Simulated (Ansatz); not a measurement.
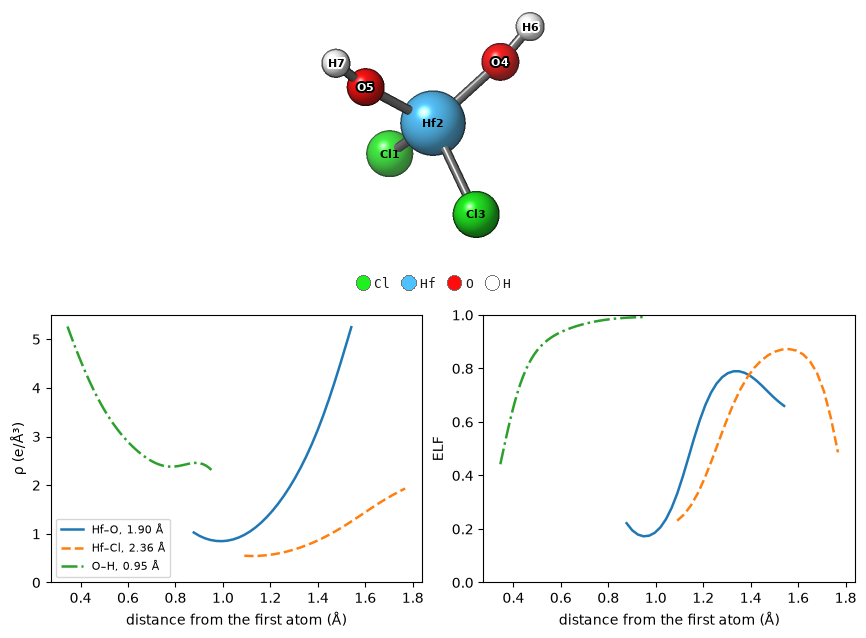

Figure 1: Cl$_{2}$H$_{2}$HfO$_{2}$. Electron density and electron localisation function along straight lines between neighbouring atoms. The curves leave out the atomic cores. The structure is drawn too.

Geometry: PBE0-D4/def2-TZVP; core potentials replace the inner electrons of Hf.

Theory: isolated molecule in a Gaussian basis; Hartree-Fock (Ansatz).

```xyz
7

Cl   -1.4564   -2.1750    0.0028
Hf    0.0987   -0.4038   -0.0237
Cl    2.2927   -1.2469   -0.2012
O    -0.2572    0.7048   -1.5209
O    -0.0554    0.5741    1.5940
H    -0.4572    1.3690   -2.1724
H    -0.1652    1.1777    2.3215
```

Q: Compare the contacts.

A: Hf–O (1.90 Å): ρ is about 0.87 e/Å³ halfway; the ELF peaks at about 0.80 in the valence shell of O, 0.5 Å from its nucleus, and drops to about 0.15 between the two atoms.
Hf–Cl (2.36 Å): ρ at the midpoint is about 0.56 e/Å³; the ELF peaks at about 0.85 in the valence shell of Cl, 0.8 Å from its nucleus, and is about 0.35 at the midpoint.
O–H (0.95 Å): ρ is about 3.8 e/Å³ halfway; the ELF climbs to about 1 towards the hydrogen, as it does in any bond to H; an ordinary covalent bond to hydrogen.
